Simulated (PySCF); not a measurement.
**C3H7NSi2: NMR shielding calculation**

System: C3H7NSi2.
Method: GIAO PBE0/pcSseg-1 NMR shielding, non-relativistic, gas phase (PySCF 2.14.0).

The geometry comes from this level: GFN2-xTB. Figures and captions count atoms from 1; the log counts them from 0 in places.

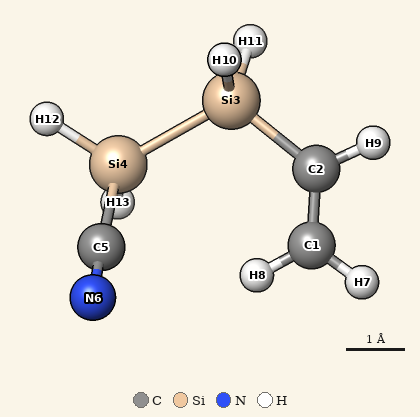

Figure 1. The input geometry (ball-and-stick view, seen at a tilt; atoms are numbered from 1 in the order of the input).

**Results in brief**

- outcome: converged
- total energy: −751.730428 hartree
- HOMO: −8.32 eV
- LUMO: −0.80 eV
- dipole moment: 3.63 D
- isotropic shielding, C: 38.6 to 64.2 ppm
- isotropic shielding, Si: 428.5 to 456.1 ppm
- isotropic shielding, N: −104.7 ppm
- isotropic shielding, H: 25.0 to 27.5 ppm
- hardware: 1 CPU thread, shared host
- wall time: 37 s
- peak memory: 0.72 GiB

**The input**
```
{"job": {"kind": "nmr", "xc": "PBE0", "basis": "pcSseg-1"}, "charge": 0, "multiplicity": 1}
C     -1.596046     0.963614    -0.731042
C     -1.723277     0.135188     0.293669
Si    -0.320656    -0.855072     1.068858
Si     1.603211    -0.772508    -0.217839
C      2.063925     1.006628    -0.553266
N      2.314989     2.108670    -0.745786
H     -2.429546     1.517460    -1.136487
H     -0.646409     1.137949    -1.214407
H     -2.706657     0.013410     0.733979
H     -0.100566    -0.352439     2.432926
H     -0.783140    -2.246183     1.203302
H      2.811883    -1.312323     0.415940
H      1.507901    -1.343909    -1.567576
```

The first line tells a small driver script what to run in PySCF; the rest is the geometry in Å.

Launch command:
```bash
OMP_NUM_THREADS=1 python <driver script> task.json out
```

**Output**
```
coarse grid: 11912 points
cycle   1  E = -751.6433004180  dE =  3.767e-01  |g| = 4.403e-01  |ddm| = 3.273e+00
cycle   2  E = -751.5334893600  dE =  1.098e-01  |g| = 8.176e-01  |ddm| = 9.124e-01
cycle   3  E = -751.6901275107  dE = -1.566e-01  |g| = 1.627e-01  |ddm| = 5.863e-01
cycle   4  E = -751.6959564682  dE = -5.829e-03  |g| = 3.206e-02  |ddm| = 1.267e-01
cycle   5  E = -751.6961961245  dE = -2.397e-04  |g| = 8.468e-03  |ddm| = 3.127e-02
cycle   6  E = -751.6962132013  dE = -1.708e-05  |g| = 2.925e-03  |ddm| = 8.946e-03
cycle   7  E = -751.6962153922  dE = -2.191e-06  |g| = 7.353e-04  |ddm| = 2.997e-03
final grid: 106072 points
cycle   8  E = -751.7304206578  dE = -1.759e-05  |g| = 5.483e-03  |ddm| = 1.882e-02
cycle   9  E = -751.7304178952  dE =  2.763e-06  |g| = 6.299e-03  |ddm| = 9.915e-03
cycle  10  E = -751.7304279308  dE = -1.004e-05  |g| = 1.493e-03  |ddm| = 5.664e-03
cycle  11  E = -751.7304283998  dE = -4.690e-07  |g| = 3.662e-04  |ddm| = 9.903e-04
cycle  12  E = -751.7304284278  dE = -2.800e-08  |g| = 8.922e-05  |ddm| = 3.163e-04
cycle  13  E = -751.7304284294  dE = -1.661e-09  |g| = 3.932e-05  |ddm| = 9.491e-05
cycle  14  E = -751.7304284298  dE = -3.949e-10  |g| = 5.493e-06  |ddm| = 3.303e-05
```

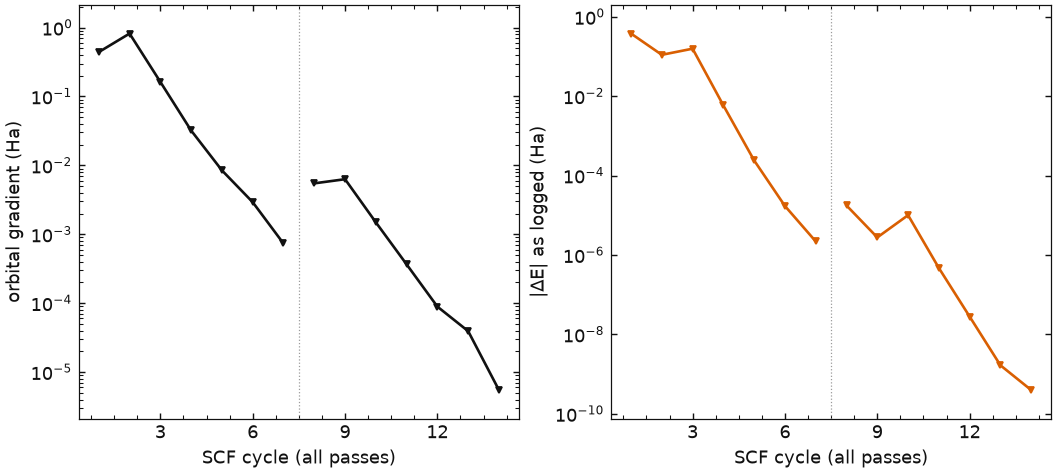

Figure 2. Convergence of the self-consistent field: orbital gradient and size of the energy change against the SCF cycle. The dotted line marks the change from a coarse to the final integration grid. The first 7 cycles use a coarse grid, the final grid takes over at cycle 8, and the field converges after 14 cycles in all.

```
converged SCF energy = -751.7304284298

GIAO shielding tensors (ppm)
atom      isotropic    diamagn.    paramagn.     s11        s22        s33       span
  0 C       38.599     256.860    -218.261    -87.423     41.209    162.012    249.435
  1 C       52.489     261.915    -209.425    -62.310     41.799    177.979    240.289
  2 Si     428.538     881.469    -452.931    389.949    424.322    471.341     81.392
  3 Si     456.077     880.032    -423.955    439.080    458.333    470.818     31.738
  4 C       64.240     264.256    -200.016    -49.891    -46.660    289.272    339.164
  5 N     -104.692     337.821    -442.514   -305.228   -301.233    292.384    597.611
  6 H       25.053      29.690      -4.638     22.436     24.382     28.340      5.904
  7 H       25.030      35.001      -9.971     22.464     23.923     28.703      6.239
  8 H       25.212      30.066      -4.855     24.009     24.513     27.113      3.104
  9 H       27.179      29.291      -2.112     24.050     25.174     32.312      8.262
 10 H       27.443      29.054      -1.611     24.110     25.496     32.723      8.613
 11 H       27.476      27.368       0.108     23.788     25.741     32.898      9.111
 12 H       27.369      28.680      -1.311     24.097     25.531     32.478      8.381
```

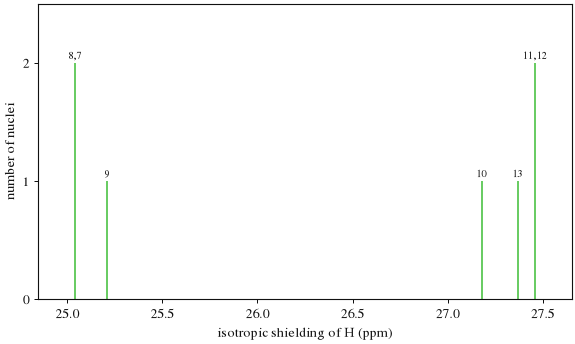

Figure 3. Isotropic shieldings of the hydrogen nuclei in this fixed geometry, labelled by atom number; shielding grows to the right, so chemical shift grows to the left. The least shielded is H8 (25.0 ppm), the most shielded H12 (27.5 ppm).

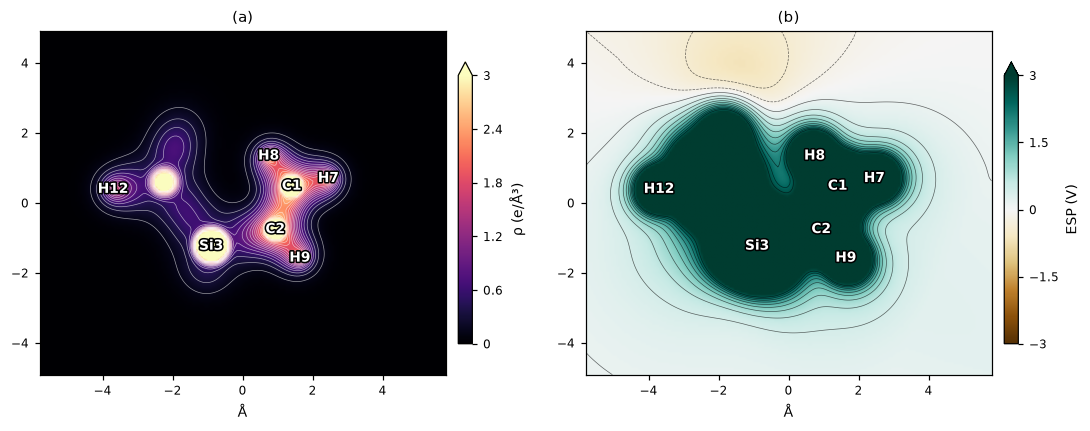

Figure 4. (a) electron density; (b) electrostatic potential on the plane of atoms H7, C1 and H8. The section cuts through C, Si and H sites. C–C (1.32 Å): ρ is about 2.3 e/Å³ halfway. C–H (1.08 Å): ρ at the midpoint is about 2 e/Å³.

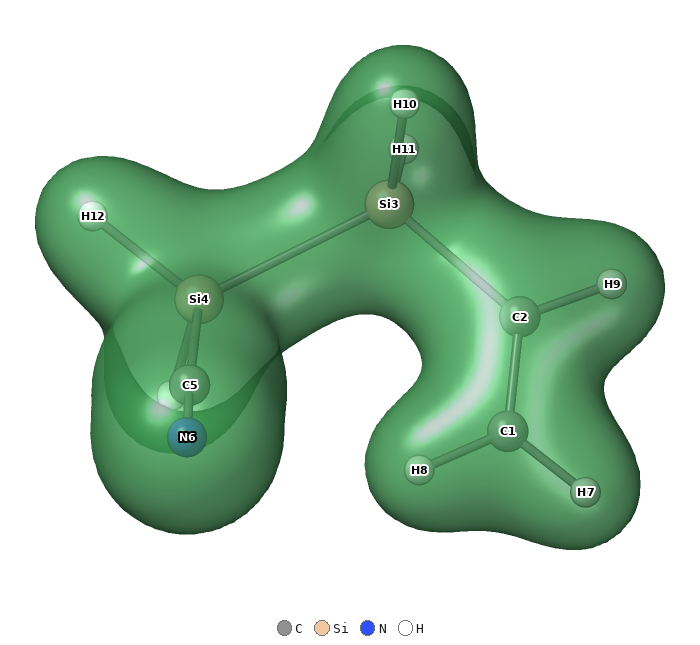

Figure 5. Isosurface of the total electron density at 0.2 e/Å³ (green), seen at a tilt. At this value the surface is in one piece. On the grid the lowest density along these lines, outside the cores, is 3.4 e/Å³ (C–N, 1.15 Å), 2.3 e/Å³ (C–C, 1.32 Å), 0.72 e/Å³ (C–Si, 1.87 Å) and 0.64 e/Å³ (Si–Si, 2.32 Å).
